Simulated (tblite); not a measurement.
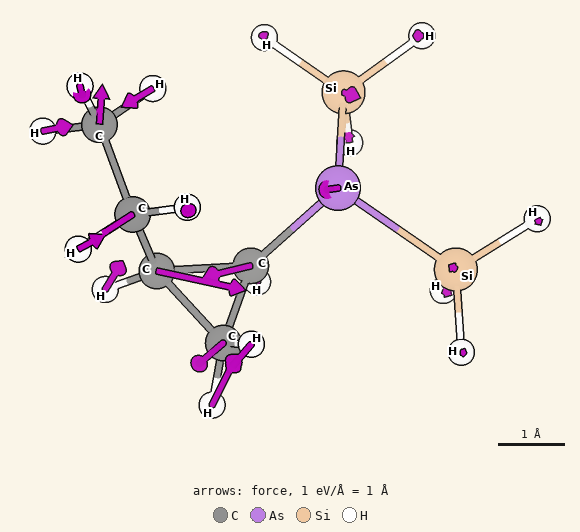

Starting geometry of C5H15AsSi2 with the computed forces as purple arrows. Style: ball-and-stick. Shown at a tilt.

The calculation used GFN2-xTB geometry optimisation, gas phase in tblite. 

### What follows when this structure is relaxed?

It isn't relaxed: the largest force vector, on an H atom, is 1.57 eV/Å. The final displacements follow the starting forces only in part (cosine between the two patterns 0.32). An H atom moves most after the best rigid fit: 0.25 Å. Largest moves by element: H 0.25 Å, As 0.12 Å, Si 0.11 Å, C 0.07 Å. Near-neighbour distances that change, for instance: C–H 1.130 → 1.081 Å, C–C 1.540 → 1.502 Å, C–C 1.520 → 1.495 Å, As–C 1.995 → 1.970 Å. Bond angles that change, for instance: H–C–H 122.1° → 113.6°, C–C–As 112.5° → 118.9°, C–C–H 119.6° → 113.3°. The energy falls by 35.3 kJ/mol in 86 geometry steps. The run took 3.2 s on 1 thread of Intel(R) Xeon(R) Processor @ 2.50GHz, with other jobs on the host.
